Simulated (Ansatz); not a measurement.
Al₂FH₅OSi

```xyz
10

Al    0.3829    1.4200   -0.5680
Al   -0.8132   -1.7144   -1.0595
F     0.8363    2.2477   -1.9423
O    -0.2225   -0.1456   -0.7557
Si    0.6268    2.5155    1.5860
H    -0.1541    3.7921    1.6215
H     2.0625    2.8502    1.8471
H     0.1409    1.6354    2.6941
H    -2.3680   -1.8922   -1.3040
H     0.2215   -2.9139   -1.0616
```

Geometry: PBE0-D3(BJ)/def2-SVP.

These are results of isolated molecule in a Gaussian basis; Kohn-Sham density functional theory, functional PBE0 (Ansatz 0.2.0), not measurements.

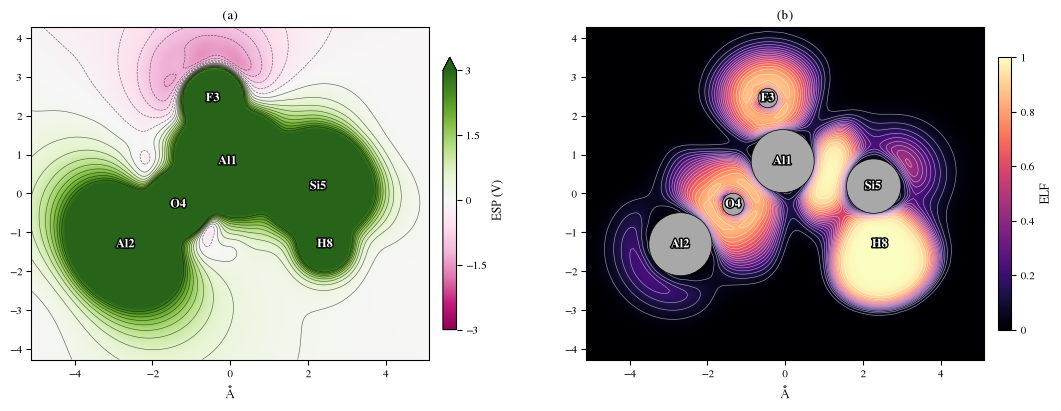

Figure 1. (a) molecular electrostatic potential; (b) electron localisation function on the plane of atoms Al1, Si5 and H8. Grey discs cover the atomic cores in the ELF map.

Question: Describe what can be read from this map.

Answer: Atoms in the plane: Al, F, O, Si and H. Al–F (1.67 Å): the ELF peaks at about 0.85 in the valence shell of F, 0.5 Å from its nucleus, and is about 0.40 at the midpoint. Al–O (1.69 Å): the ELF peaks at about 0.85 in the valence shell of O, 0.6 Å from its nucleus, and is about 0.35 at the midpoint. Al–Si (2.43 Å): the ELF peaks at about 1 between the atoms; a shared electron pair. Si–H (1.50 Å): the ELF climbs to about 1 towards the hydrogen, as it does in any bond to H. The ELF also peaks beside O4 and F3, away from the bonds: lone-pair regions. Outside the dense part of the molecule the potential is most negative (−1.6 V) near F3.

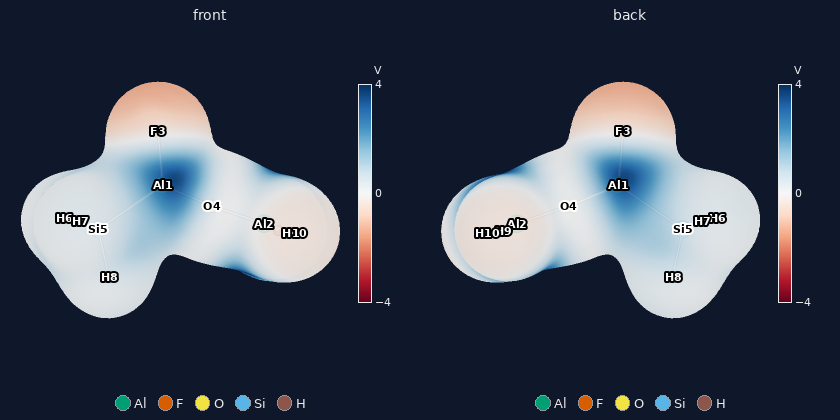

Figure 2. The molecular electrostatic potential painted on the density surface at 0.002 e/bohr³, seen from the front and from behind; red is negative and blue positive.

Question: Where is the surface potential most negative and most positive?

Answer: The most negative region (about −1.3 V) lies over F3, the most positive (about +3.8 V) over Al2.

Question: What dipole moment does the calculation give?

Answer: Its dipole moment is 1.48 D.

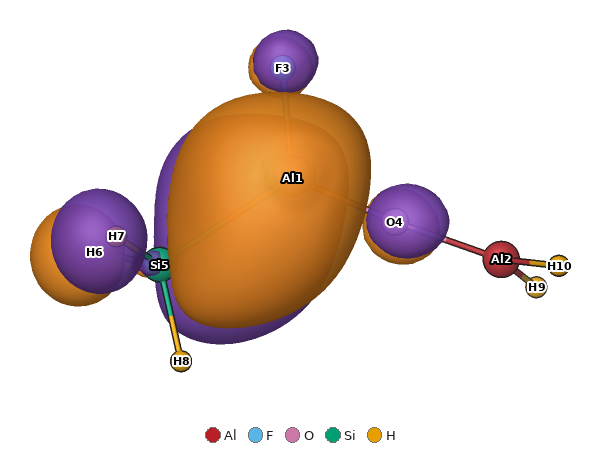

Figure 3. One frontier orbital at ±0.08 Å⁻³ᐟ² (orange and purple are the two phases), seen across its widest extent.

Question: Which orbital is it: HOMO or LUMO?

Answer: The LUMO, at −1.21 eV. By Hirshfeld shares it lies mainly on Al1 (about 55 %) and Si5 (about 25 %).
